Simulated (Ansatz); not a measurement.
```xyz
11

C    -1.1259    1.3362   -0.4202
B     0.3671    0.9462   -0.3036
Si    1.0239   -0.8805    0.2399
S    -0.6775   -2.1533    0.5587
H    -1.3320    2.1448   -1.1249
H    -1.3504    1.7525    0.5794
H    -1.8282    0.5139   -0.5677
H     1.2082    1.7848   -0.4823
H     1.8502   -0.8047    1.4796
H     1.9023   -1.4486   -0.8245
H     0.0277   -3.2485    0.8862
```

Geometry: PBE0-D4/def2-TZVP.

Method: RKS PBE0-D4/def2-TZVPP (Ansatz 0.2.0).

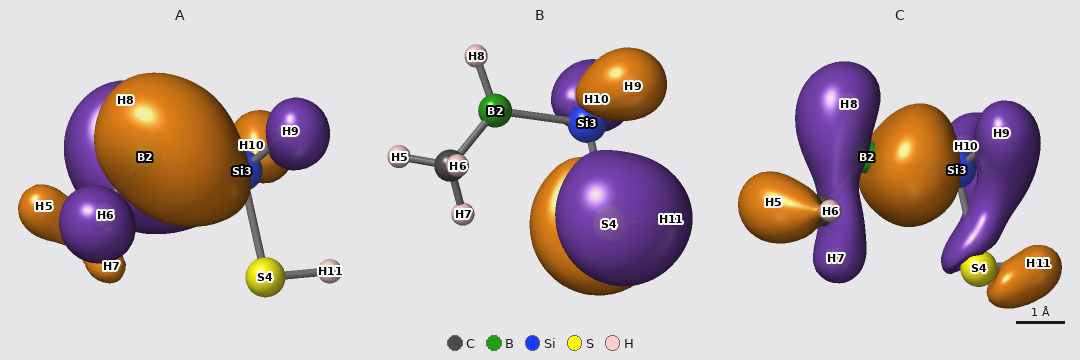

CH7BSSi. Three frontier orbitals at ±0.08 Å⁻³ᐟ² (orange and purple are the two phases), in no order.

**Which picture is the HOMO−1, the HOMO and the LUMO?**

C is the HOMO−1 (−8.06 eV). By Hirshfeld shares it lies mainly on B2 (about 30 %), Si3 (about 30 %), H8 (about 10 %) and C1 (about 10 %). B is the HOMO (−7.28 eV). By Hirshfeld shares it lies mainly on S4 (about 75 %); largely a lone pair of S4. A is the LUMO (−1.96 eV). By Hirshfeld shares it lies mainly on B2 (about 55 %), Si3 (about 20 %), C1 (about 10 %) and H8 (about 5 %).

**What is the HOMO–LUMO gap?**

5.32 eV between the orbital energies.
